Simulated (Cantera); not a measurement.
Input: 1 mol SiH₄, 40 mol N₂, 0.34 mol H₂, at 82.0 mbar.

Method: chemical equilibrium by Gibbs-energy minimisation in Cantera with the NASA 1993 tables (ideal gas, pure condensed phases). Candidate condensed phases: Si, Si₃N₄; 18 gas species. N₂ is the only nitrogen source here; it is nearly inert below about 1500 K, so the nitride shown seldom forms there in practice. The tables' values for SiN are old estimates; treat these amounts as uncertain. Kinetics and transport are ignored.

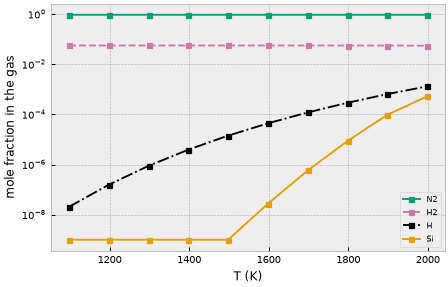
Figure: Equilibrium gas composition (values under 1e-9 drawn at 1e-9)

Read off the mole fractions at 1598 K.

N₂ about 0.94, H₂ about 0.056, H about 4.4e-5, Si about 2.7e-8.
